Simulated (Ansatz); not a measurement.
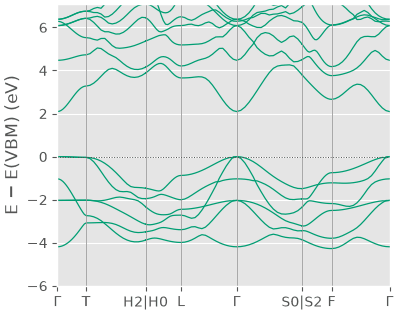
Figure. Band structure from the program Ansatz at the r²SCAN level (PAW)

Q: Read off the gap and where the band edges lie.

A: About 2.1 eV (2.09 eV by a search for the band edges); maximum at Γ, minimum at Γ.

Q: Which compound is it?
(A) La2MgNiO6, R-3 (La on 6c, Mg on 3b, Ni on 3a, O on 18f)
(B) Bi2Te2Se, R-3m (Bi on 6c, Te on 6c, Se on 3a)
(C) Mg2TeS, R3m (Mg on 3a, Mg on 3a, Te on 3a, S on 3a)
(D) RbCeTe2, R-3m (Rb on 3b, Ce on 3a, Te on 6c)

A: C, Mg2TeS, R3m (Mg on 3a, Mg on 3a, Te on 3a, S on 3a)

The first step of the workflow began from a Materials Project structure, measured or hypothetical; the Crystallography Open Database copy checked does not list it. Its standing as an ambient phase is unchecked. Symmetry was held in the r²SCAN relaxation; its stability against distortions is not shown here. Scalar-relativistic: spin–orbit coupling is off unless named, which matters more the heavier the elements.

Potentials: the later of the program's two PAW sets.
